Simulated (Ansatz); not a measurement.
# F3HOSi + H2: a complex and its separated parts, part 2 of 2

Ansatz 0.2.0, Gaussian basis. Earlier steps stand in the parts before.

## Step 13: CAM-B3LYP-D4/def2-TZVPP

The inputs:

parta/in.yaml

```yaml
crystal:
  periodic: [false, false, false]
  atoms:
    - {symbol: Si, position_ang: [0.685787, -0.637528, 0.045454]}
    - {symbol: O, position_ang: [-0.498303, -0.645957, -1.036860]}
    - {symbol: F, position_ang: [1.803141, -1.694296, -0.280586]}
    - {symbol: F, position_ang: [0.057594, -0.980821, 1.437084]}
    - {symbol: F, position_ang: [1.398598, 0.760203, 0.143221]}
    - {symbol: H, position_ang: [-0.313878, -0.461815, -1.958294]}
basis:
  gaussian: {orbitals: def2-TZVPP}
hamiltonian: {xc: {name: CAM-B3LYP}, dispersion: d4}
```

partb/in.yaml

```yaml
crystal:
  periodic: [false, false, false]
  atoms:
    - {symbol: H, position_ang: [-1.803503, 1.598355, 0.653748]}
    - {symbol: H, position_ang: [-1.329535, 2.061859, 0.996135]}
basis:
  gaussian: {orbitals: def2-TZVPP}
hamiltonian: {xc: {name: CAM-B3LYP}, dispersion: d4}
```

The same command starts each run, in its folder.

Run with:

```sh
$ ansatz run in.yaml --threads 4 --pin off --events-out ev --progress --plain --max-ram 9574MiB
```

Log of parta (excerpt; [...] marks lines left out):

```text
Functional definition: CAM-B3LYP
  name "CAM-B3LYP"
  cite "Yanai, Tew & Handy, Chem. Phys. Lett. 393, 51 (2004) doi:10.1016/j.cplett.2004.06.011"
  cite "Iikura, Tsuneda, Yanai & Hirao, J. Chem. Phys. 115, 3540 (2001) doi:10.1063/1.1383587"
  cite "Becke, Phys. Rev. A 38, 3098 (1988) doi:10.1103/PhysRevA.38.3098"
  cite "Lee, Yang & Parr, Phys. Rev. B 37, 785 (1988) doi:10.1103/PhysRevB.37.785"
[...]
  # Exact exchange under (alpha + beta erf(omega r))/r, Becke's under what is left of 1/r.
[...]
969 factors; their error is unknown
195 factors; integrals over basis functions are off by at most 7.8e-6 eV
[...]
mean field -18101.75276902 eV, -665.2271444526 hartree, gradient 6.4e-5 eV, S^2 0.000000; 0 other end points of the search recorded, 0 dependent functions left out
reference -18101.75286209 eV, -665.2271478731 hartree; 25, 25 occupied and 155, 155 virtual orbitals, 969 factors
Total energy: -18101.84082462 eV, -665.2303804363 hartree
```

Output in partb (excerpt; [...] marks lines left out):

```text
[... 6 set-up lines as earlier in the session ...]
[...]
  # Exact exchange under (alpha + beta erf(omega r))/r, Becke's under what is left of 1/r.
[...]
118 factors; their error is unknown
42 factors; integrals over basis functions are off by at most 6.3e-5 eV
[...]
mean field -31.88030502 eV, -1.1715796001 hartree, gradient 6.4e-5 eV, S^2 0.000000; 0 other end points of the search recorded, 0 dependent functions left out
reference -31.88037495 eV, -1.1715821703 hartree; 1, 1 occupied and 27, 27 virtual orbitals, 118 factors
Total energy: -31.88188834 eV, -1.1716377863 hartree
```

Wall times: 4.3 s (parta), 0.47 s (partb) on 4 threads of Intel Xeon at 2.50GHz, shared host.

## Step 14: wB97X-V/def2-TZVPP

The same edit goes into each in.yaml of step 13 (parta, partb):

```diff
-hamiltonian: {xc: {name: CAM-B3LYP}, dispersion: d4}
+hamiltonian: {xc: {name: wB97X-V}}
```

The same command starts each run, in its folder.

Run with:

```sh
$ ansatz run in.yaml --threads 4 --pin off --events-out ev --progress --plain --max-ram 9574MiB
```

parta printed (excerpt; [...] marks lines left out):

```text
Functional definition: wB97X-V
  name "wB97X-V"
  cite "Mardirossian & Head-Gordon, Phys. Chem. Chem. Phys. 16, 9904 (2014) doi:10.1039/C3CP54374A"
[... 2 set-up lines as earlier in the session ...]
[...]
      + integral(e_c_pw_opposite_spin*poly(b97_u_opposite, cos0, cos1)) + vv10(b, c)
969 factors; their error is unknown
181 factors; integrals over basis functions are off by at most 5.9e-6 eV
[...]
mean field -18098.97558968 eV, -665.1250849943 hartree, gradient 1.7e-5 eV, S^2 0.000000; 0 other end points of the search recorded, 0 dependent functions left out
reference -18098.97558823 eV, -665.1250849411 hartree; 25, 25 occupied and 155, 155 virtual orbitals, 969 factors
Total energy: -18098.97558823 eV, -665.1250849411 hartree
```

Log of partb (excerpt; [...] marks lines left out):

```text
[... 5 set-up lines as earlier in the session ...]
[...]
      + integral(e_c_pw_opposite_spin*poly(b97_u_opposite, cos0, cos1)) + vv10(b, c)
118 factors; their error is unknown
42 factors; integrals over basis functions are off by at most 3.0e-5 eV
[...]
mean field -31.90860384 eV, -1.1726195627 hartree, gradient 8.8e-5 eV, S^2 0.000000; 0 other end points of the search recorded, 0 dependent functions left out
reference -31.90860284 eV, -1.1726195260 hartree; 1, 1 occupied and 27, 27 virtual orbitals, 118 factors
Total energy: -31.90860284 eV, -1.1726195260 hartree
```

They took 7.5 s (parta), 0.72 s (partb) on 4 threads of Intel Xeon at 2.50GHz, shared host.

## Step 15: wB97M-V/def2-TZVPP

The same edit goes into each in.yaml of step 14 (parta, partb):

```diff
-hamiltonian: {xc: {name: wB97X-V}}
+hamiltonian: {xc: {name: wB97M-V}}
```

The same command starts each run, in its folder.

Run with:

```sh
$ ansatz run in.yaml --threads 4 --pin off --events-out ev --progress --plain --max-ram 9574MiB
```

parta printed (excerpt; [...] marks lines left out):

```text
Functional definition: wB97M-V
  name "wB97M-V"
  cite "Mardirossian & Head-Gordon, J. Chem. Phys. 144, 214110 (2016) doi:10.1063/1.4952647"
[... 2 set-up lines as earlier in the session ...]
  # Of w^i u^j: cxij and so on, Table III.
[...]
  gx(w, u) = 1 - cx + cx01*u + cx10*w
[...]
      + integral(e_c_pw_mod_opposite_spin*gos(b97_w_opposite, b97_u_opposite)) + vv10(b, c)
969 factors; their error is unknown
181 factors; integrals over basis functions are off by at most 5.9e-6 eV
[...]
mean field -18100.96816087 eV, -665.1983106350 hartree, gradient 1.6e-5 eV, S^2 0.000000; 0 other end points of the search recorded, 0 dependent functions left out
reference -18100.96819687 eV, -665.1983119579 hartree; 25, 25 occupied and 155, 155 virtual orbitals, 969 factors
Total energy: -18100.96819687 eV, -665.1983119579 hartree
```

Output in partb (excerpt; [...] marks lines left out):

```text
[... 5 set-up lines as earlier in the session ...]
  # Of w^i u^j: cxij and so on, Table III.
[...]
  gx(w, u) = 1 - cx + cx01*u + cx10*w
[...]
      + integral(e_c_pw_mod_opposite_spin*gos(b97_w_opposite, b97_u_opposite)) + vv10(b, c)
118 factors; their error is unknown
42 factors; integrals over basis functions are off by at most 3.0e-5 eV
[...]
mean field -31.60112320 eV, -1.1613198574 hartree, gradient 7.4e-6 eV, S^2 0.000000; 0 other end points of the search recorded, 0 dependent functions left out
reference -31.60114745 eV, -1.1613207488 hartree; 1, 1 occupied and 27, 27 virtual orbitals, 118 factors
Total energy: -31.60114745 eV, -1.1613207488 hartree
```

Wall times: 8 s (parta), 0.51 s (partb) on 4 threads of Intel Xeon at 2.50GHz, shared host; peak memory 0.49 GiB.

## Step 16: B2PLYP/def2-TZVPP

The same edit goes into each in.yaml of step 15 (parta, partb):

```diff
-hamiltonian: {xc: {name: wB97M-V}}
+hamiltonian: {xc: {name: B2PLYP}}
```

The same command starts each run, in its folder.

Run with:

```sh
$ ansatz run in.yaml --threads 4 --pin off --events-out ev --progress --plain --max-ram 9574MiB
```

Output in parta (excerpt; [...] marks lines left out):

```text
Functional definition: B2PLYP
  name "B2PLYP"
  cite "Grimme, J. Chem. Phys. 124, 034108 (2006) doi:10.1063/1.2148954"
[... 2 set-up lines as earlier in the session ...]
[...]
1151 factors; integrals over basis functions are off by at most 8.8e-4 eV
[...]
mean field -18085.72650851 eV, -664.6381902418 hartree, gradient 5.8e-6 eV, S^2 0.000000; 0 other end points of the search recorded, 0 dependent functions left out
9 core orbitals not correlated: weight in the atoms' cores, before any rotation towards them, 1.000 or more for the frozen orbitals, at most 0.000 for the correlated occupied ones
reference -18085.72662431 eV, -664.6381944975 hartree; 16, 16 occupied and 155, 155 virtual orbitals, 1151 factors
second order -35.19940280 eV of doubles, -0.00000000 eV of singles
Total energy: -18095.23046306 eV, -664.9874541298 hartree
```

Output in partb (excerpt; [...] marks lines left out):

```text
[... 5 set-up lines as earlier in the session ...]
[...]
145 factors; integrals over basis functions are off by at most 7.3e-4 eV
[...]
mean field -31.55850350 eV, -1.1597536124 hartree, gradient 1.1e-6 eV, S^2 0.000000; 0 other end points of the search recorded, 0 dependent functions left out
reference -31.55859291 eV, -1.1597568983 hartree; 1, 1 occupied and 27, 27 virtual orbitals, 145 factors
second order -1.02365455 eV of doubles, -0.00000000 eV of singles
Total energy: -31.83497964 eV, -1.1699139232 hartree
```

Times: 6 s (parta), 0.35 s (partb) on 4 threads of Intel Xeon at 2.50GHz, shared host.

## Step 17: PBE-QIDH/def2-TZVPP

Each input of step 16 (parta, partb) changes in the same lines:

```diff
-hamiltonian: {xc: {name: B2PLYP}}
+hamiltonian: {xc: {name: PBE-QIDH}}
```

One command serves all of them, each in its own folder.

Run with:

```sh
$ ansatz run in.yaml --threads 4 --pin off --events-out ev --progress --plain --max-ram 9574MiB
```

Log of parta (excerpt; [...] marks lines left out):

```text
Functional definition: PBE-QIDH
  name "PBE-QIDH"
  cite "Brémond, Sancho-García, Pérez-Jiménez & Adamo, J. Chem. Phys. 141, 031101 (2014) doi:10.1063/1.4890314"
[... 1 set-up line as earlier in the session ...]
[...]
1151 factors; integrals over basis functions are off by at most 8.8e-4 eV
[...]
mean field -18076.26990171 eV, -664.2906663519 hartree, gradient 7.7e-6 eV, S^2 0.000000; 0 other end points of the search recorded, 0 dependent functions left out
9 core orbitals not correlated: weight in the atoms' cores, before any rotation towards them, 1.000 or more for the frozen orbitals, at most 0.000 for the correlated occupied ones
reference -18076.26990936 eV, -664.2906666334 hartree; 16, 16 occupied and 155, 155 virtual orbitals, 1151 factors
second order -32.94065138 eV of doubles, -0.00000000 eV of singles
Total energy: -18087.25012649 eV, -664.6941821700 hartree
```

partb printed (excerpt; [...] marks lines left out):

```text
[... 4 set-up lines as earlier in the session ...]
[...]
145 factors; integrals over basis functions are off by at most 7.3e-4 eV
[...]
mean field -31.52726367 eV, -1.1586055700 hartree, gradient 1.4e-6 eV, S^2 0.000000; 0 other end points of the search recorded, 0 dependent functions left out
reference -31.52727009 eV, -1.1586058059 hartree; 1, 1 occupied and 27, 27 virtual orbitals, 145 factors
second order -0.95919855 eV of doubles, -0.00000000 eV of singles
Total energy: -31.84700294 eV, -1.1703557714 hartree
```

Wall times: 7 s (parta), 0.36 s (partb) on 4 threads of Intel Xeon at 2.50GHz, shared host.

## Step 18: RPA on PBE/def2-TZVPP

Each input of step 17 (parta, partb) changes in the same lines:

```diff
-hamiltonian: {xc: {name: PBE-QIDH}}
+hamiltonian: {xc: pbe}
+correlation: {method: rpa}
```

The same command starts each run, in its folder.

Run with:

```sh
$ ansatz run in.yaml --threads 4 --pin off --events-out ev --progress --plain --max-ram 9574MiB
```

parta printed (excerpt; [...] marks lines left out):

```text
[... 4 set-up lines as earlier in the session ...]
[...]
1151 factors; integrals over basis functions are off by at most 8.8e-4 eV
[...]
mean field -18089.67279880 eV, -664.7832137352 hartree, gradient 2.5e-6 eV, S^2 0.000000; 0 other end points of the search recorded, 0 dependent functions left out
9 core orbitals not correlated: weight in the atoms' cores, before any rotation towards them, 1.000 or more for the frozen orbitals, at most 0.000 for the correlated occupied ones
reference -18043.89928784 eV, -663.1010682339 hartree; 16, 16 occupied and 155, 155 virtual orbitals, 1151 factors
Total energy: -18088.20729209 eV, -664.7293573569 hartree
```

Log of partb (excerpt; [...] marks lines left out):

```text
[... 4 set-up lines as earlier in the session ...]
[...]
145 factors; integrals over basis functions are off by at most 7.3e-4 eV
[...]
mean field -31.73221071 eV, -1.1661372348 hartree, gradient 1.4e-6 eV, S^2 0.000000; 0 other end points of the search recorded, 0 dependent functions left out
reference -30.80641934 eV, -1.1321150292 hartree; 1, 1 occupied and 27, 27 virtual orbitals, 145 factors
Total energy: -32.86230730 eV, -1.2076675185 hartree
```

Times: 6 s (parta), 0.36 s (partb) on 4 threads of Intel Xeon at 2.50GHz, shared host.

## Step 19: CCSD(T)/def2-TZVPP

The same edit goes into each in.yaml of step 18 (parta, partb):

```diff
-hamiltonian: {xc: pbe}
-correlation: {method: rpa}
+correlation: {method: ccsd_t}
```

One command serves all of them, each in its own folder.

Run with:

```sh
$ ansatz run in.yaml --threads 4 --pin off --events-out ev --progress --plain --max-ram 9574MiB
```

Log of parta (excerpt; [...] marks lines left out):

```text
Functional definition: HF
  name "HF"
  cite "Fock, Z. Phys. 61, 126 (1930) doi:10.1007/BF01340294"
[... 1 set-up line as earlier in the session ...]
[...]
1151 factors; integrals over basis functions are off by at most 8.8e-4 eV
[...]
mean field -18045.61834455 eV, -663.1642424027 hartree, gradient 2.5e-6 eV, S^2 0.000000; 0 other end points of the search recorded, 0 dependent functions left out
9 core orbitals not correlated: weight in the atoms' cores, before any rotation towards them, 1.000 or more for the frozen orbitals, at most 0.000 for the correlated occupied ones
reference -18045.61834455 eV, -663.1642424027 hartree; 16, 16 occupied and 155, 155 virtual orbitals, 1151 factors
second order -29.76849773 eV of doubles, -0.00000000 eV of singles
cycle   1  -29.24355520 eV  change    5.2e-1 eV  update   9.9e-2
[...]
cycle   9  -29.86783660 eV  change    4.9e-6 eV  update   6.2e-6
perturbative correction -0.86789026 eV, -0.0318943789 hartree
Total energy: -18076.35407141 eV, -664.2937595314 hartree
```

Output in partb (excerpt; [...] marks lines left out):

```text
[... 4 set-up lines as earlier in the session ...]
[...]
145 factors; integrals over basis functions are off by at most 7.3e-4 eV
[...]
mean field -30.82772197 eV, -1.1328978866 hartree, gradient 4.3e-7 eV, S^2 0.000000; 0 other end points of the search recorded, 0 dependent functions left out
reference -30.82772197 eV, -1.1328978866 hartree; 1, 1 occupied and 27, 27 virtual orbitals, 145 factors
second order -0.86257086 eV of doubles, -0.00000000 eV of singles
cycle   1  -1.00722302 eV  change   -1.4e-1 eV  update   2.6e-2
[...]
cycle   7  -1.07306673 eV  change    7.1e-7 eV  update   4.1e-7
perturbative correction -0.00000000 eV, -0.0000000000 hartree
Total energy: -31.90078870 eV, -1.1723323616 hartree
```

They took 67 s (parta), 0.41 s (partb) on 4 threads of Intel Xeon at 2.50GHz, shared host; peak memory 1.9 GiB.

## Step 20: Vibrations of F3HOSi

Contents of vib-parta/in.yaml:

```yaml
crystal:
  periodic: [false, false, false]
  atoms:
    - {symbol: Si, position_ang: [0.685787, -0.637528, 0.045454]}
    - {symbol: O, position_ang: [-0.498303, -0.645957, -1.036860]}
    - {symbol: F, position_ang: [1.803141, -1.694296, -0.280586]}
    - {symbol: F, position_ang: [0.057594, -0.980821, 1.437084]}
    - {symbol: F, position_ang: [1.398598, 0.760203, 0.143221]}
    - {symbol: H, position_ang: [-0.313878, -0.461815, -1.958294]}
basis:
  gaussian: {orbitals: def2-TZVP}
hamiltonian: {xc: pbe0, dispersion: d4}
phonons: {temperatures: {t_min: 298.15, t_max: 900, t_step: 200}}
```

Run with:

```sh
$ ansatz run in.yaml --threads 4 --pin off --events-out ev --progress --plain --max-ram 9574MiB
```

The program printed (excerpt; [...] marks lines left out):

```text
[... 5 set-up lines as earlier in the session ...]
[...]
931 factors; their error is unknown
[...]
mean field -18090.40652051 eV, -664.8101775107 hartree, gradient 4.0e-5 eV, S^2 0.000000; 0 other end points of the search recorded, 0 dependent functions left out
[...]
Atom 3 at     0.057594    -0.980821     1.437084 Å, force     0.000331    -0.000322    -0.000091 eV/Å
Atom 4 at     1.398598     0.760203     0.143221 Å, force     0.000198     0.000642    -0.000014 eV/Å
Atom 5 at    -0.313878    -0.461815    -1.958294 Å, force    -0.001291     0.000112     0.000336 eV/Å
Dipole moment:    -0.052525     0.066007    -0.443889 e Å
Vibrations: 138.67 266.77 281.13 366.71 380.65 388.79 772.93 804.47 993.89 1021.13 1048.13 3940.96 cm⁻¹, zero-point energy 0.644979 eV
```

Wall time 2.2 min (4 threads of Intel Xeon at 2.50GHz, shared host).

Wavenumbers and character of the modes:

```
mode  wavenumber (cm⁻¹)               character
   1                139                 torsion
   2                267                    bend
   3                281                    bend
   4                367       bend with torsion
   5                381       bend with torsion
   6                389                    bend
   7                773  bend with Si–F stretch
   8                804  Si–F stretch with bend
   9                994            Si–F stretch
  10               1021            Si–F stretch
  11               1048   Si–O and Si–F stretch
  12               3941             O–H stretch
```

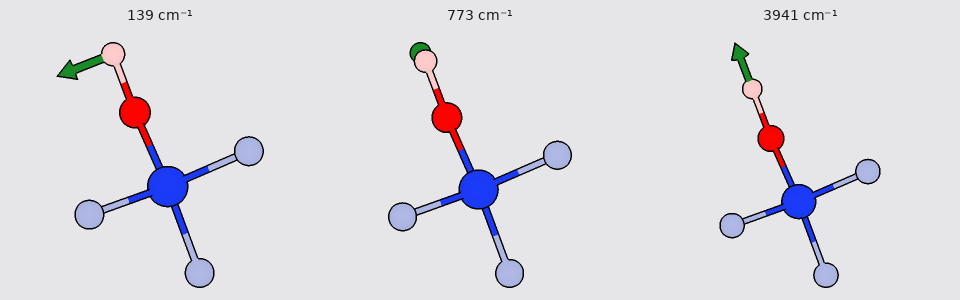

Displacements of 3 modes, as arrows.

Vibrational sums (real modes only):

```
T (K)  entropy (J/mol/K)  heat capacity (J/mol/K)
  298               41.0                     51.5
  498               72.4                     70.2
  698               97.7                     79.2
  898              118.3                     84.1
```

## Step 21: Vibrations of H2

Contents of vib-partb/in.yaml:

```yaml
crystal:
  periodic: [false, false, false]
  atoms:
    - {symbol: H, position_ang: [-1.803503, 1.598355, 0.653748]}
    - {symbol: H, position_ang: [-1.329535, 2.061859, 0.996135]}
basis:
  gaussian: {orbitals: def2-TZVP}
hamiltonian: {xc: pbe0, dispersion: d4}
phonons: {temperatures: {t_min: 298.15, t_max: 900, t_step: 200}}
```

Run with:

```sh
$ ansatz run in.yaml --threads 4 --pin off --events-out ev --progress --plain --max-ram 9574MiB
```

The program printed (excerpt; [...] marks lines left out):

```text
[... 5 set-up lines as earlier in the session ...]
[...]
88 factors; their error is unknown
[...]
mean field -31.78865275 eV, -1.1682114415 hartree, gradient 1.7e-5 eV, S^2 0.000000; 0 other end points of the search recorded, 0 dependent functions left out
[...]
reference -31.78855428 eV, -1.1682078229 hartree; 1, 1 occupied and 11, 11 virtual orbitals, 88 factors
Total energy: -31.79027516 eV, -1.1682710638 hartree
Atom 0 at    -1.803503     1.598355     0.653748 Å, force     0.000313     0.000306     0.000226 eV/Å
Atom 1 at    -1.329535     2.061859     0.996135 Å, force    -0.000313    -0.000306    -0.000226 eV/Å
Dipole moment:     0.000000     0.000000     0.000000 e Å
Vibrations: 4414.88 cm⁻¹, zero-point energy 0.273687 eV
```

It took 0.82 s on 4 threads of Intel Xeon at 2.50GHz, shared host.

The modes, with what each moves most:

```
mode  wavenumber (cm⁻¹)    character
   1               4415  H–H stretch
```

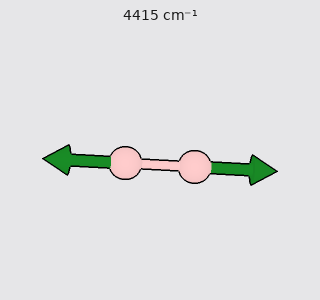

How the atoms move in 1 of the modes.

Vibrational sums (real modes only):

```
T (K)  entropy (J/mol/K)  heat capacity (J/mol/K)
  298                0.0                      0.0
  498                0.0                      0.0
  698                0.0                      0.1
  898                0.1                      0.4
```

## Step 22: Complex less separated parts

The complex's own energies come from single points at the same levels.

Rows are in def2-TZVPP; times add the 3 runs of a level on a shared host, so small differences are noise.

Differences are taken before rounding.

```
      method                    rung  complex less parts (kcal/mol)  from CCSD(T) (kcal/mol)     time
       SPW92                     LDA                          -1.21                    -0.77    3.9 s
      PBE-D4                     GGA                          -0.82                    -0.38    5.6 s
     BLYP-D4                     GGA                          -0.48                    -0.04    6.2 s
   r2SCAN-D4                meta-GGA                          -0.53                    -0.09    9.5 s
      B97M-V                meta-GGA                          -0.58                    -0.15     17 s
     PBE0-D4                  hybrid                          -0.72                    -0.28    7.7 s
    B3LYP-D4                  hybrid                          -0.57                    -0.14    8.3 s
  r2SCAN0-D4                  hybrid                          -0.57                    -0.13     12 s
    BHLYP-D4                  hybrid                          -0.66                    -0.22    7.6 s
CAM-B3LYP-D4  range-separated hybrid                          -0.66                    -0.23    9.5 s
     wB97X-V  range-separated hybrid                          -0.68                    -0.25     16 s
     wB97M-V  range-separated hybrid                          -0.63                    -0.19     18 s
      B2PLYP           double hybrid                          -0.11                    +0.33     14 s
    PBE-QIDH           double hybrid                          -0.32                    +0.12     15 s
  RPA on PBE                     RPA                          -0.32                    +0.11     14 s
Hartree-Fock            wavefunction                           0.18                    +0.61         
         MP2            wavefunction                          -0.38                    +0.06         
        CCSD            wavefunction                          -0.36                    +0.07         
     CCSD(T)            wavefunction                          -0.44                        0  3.2 min
```

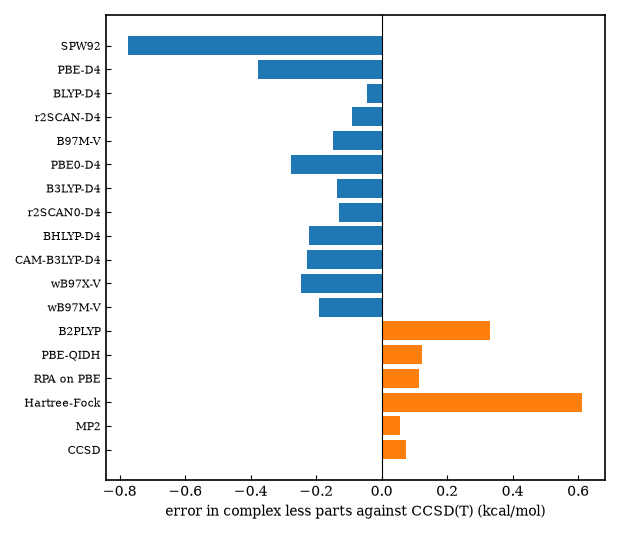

Error of each method against CCSD(T).

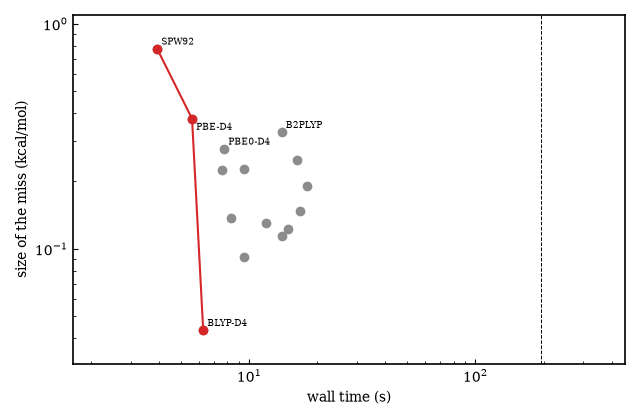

Accuracy for the time spent; red marks the levels that beat every quicker one drawn (of those quicker than the yardstick), and the dashed line is the time of CCSD(T). Only those levels and the largest misses are named. Times are from a shared host.

BLYP-D4 reaches 0.04 kcal/mol from the reference in 6.2 s, where CCSD(T) took 3.2 min; the quickest level in the cost chart, SPW92, takes 3.9 s and misses by 0.77 kcal/mol.

The complex's zero-point energy, from a separate PBE0-D4 run, is 0.951 eV.

## Step 23: Summary of results

What follows sums up all 2 parts.

```
                              quantity           value
complex less parts, CCSD(T)/def2-TZVPP  -0.44 kcal/mol
                with zero-point energy  +0.32 kcal/mol
                 largest T1 diagnostic           0.011
```

In words: At CCSD(T) the complex lies 0.44 kcal/mol below its parts. Among the functionals BLYP-D4 lands nearest to CCSD(T) (-0.04 kcal/mol) and SPW92 farthest (-0.77 kcal/mol). Mean unsigned error by rung: LDA 0.77, GGA 0.21, meta-GGA 0.12, hybrid 0.19, range-separated hybrid 0.22, double hybrid 0.23 kcal/mol. The double hybrids carry no dispersion term here, unlike the levels marked D4 or V. PBE-D4 gives a relative energy 0.38 kcal/mol too low, an error of 86 % of the reference. No counterpoise was applied, and triple zeta lacks some correlation, so the CCSD(T) reference has a basis error of its own, and close matches with it are partly luck.
